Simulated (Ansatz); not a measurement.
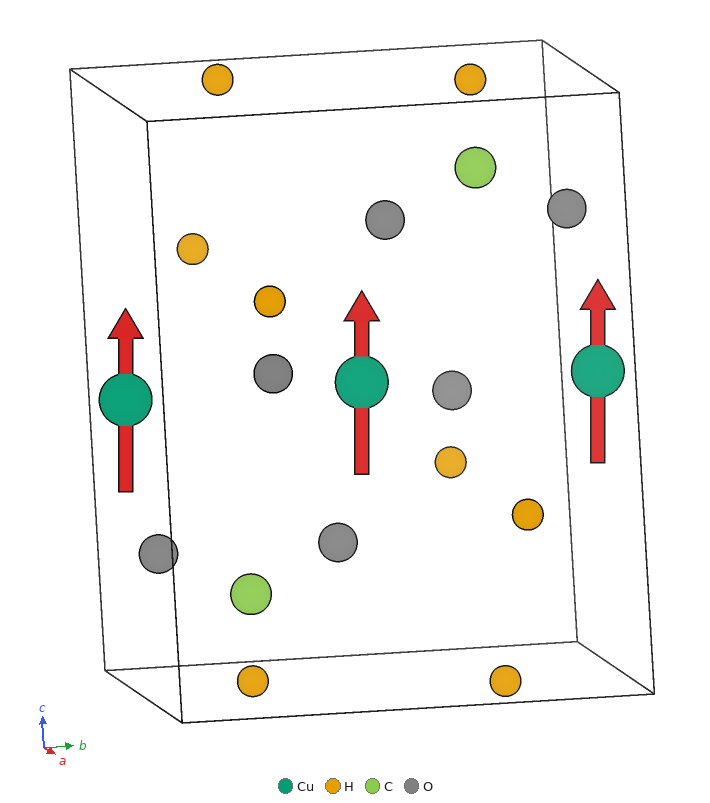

Figure: spheres-only view slightly off an axis. One simulation cell is outlined, and atoms on its boundary appear in each equivalent place. Arrows are the site magnetic moments above 0.25 μB (those induced on non-metal atoms are left out); longer means larger, and red and blue are up and down (without spin-orbit coupling the axis itself is arbitrary).

This is the lowest state found for CuH2CO3. Calculation details: DFT, PAW plane waves, PBE+U in Ansatz; plane waves to 420 eV, k-point mesh 6×3×3, Fermi-Dirac smearing of 0.1 eV, U_eff = 1.54 eV on Cu d, collinear spins.

**How are the moments ordered?**

Ferromagnetic (within this cell). Site moments: 2 Cu +0.6 μB. The net spin moment of the whole cell is 2.0 μB, including what lies between the atoms and on sites without an arrow.

About the cell: it is a known structure type with the cell strained and the atoms shaken on purpose, and it is unrelaxed. A calculation with Ansatz used it as input.

At this level of theory the cell isn't at rest (compressed, at 6 GPa and forces up to 5.4 eV/Å), so its distances can differ from those at equilibrium, the more so the softer the solid, and its magnetic state may change on relaxation.
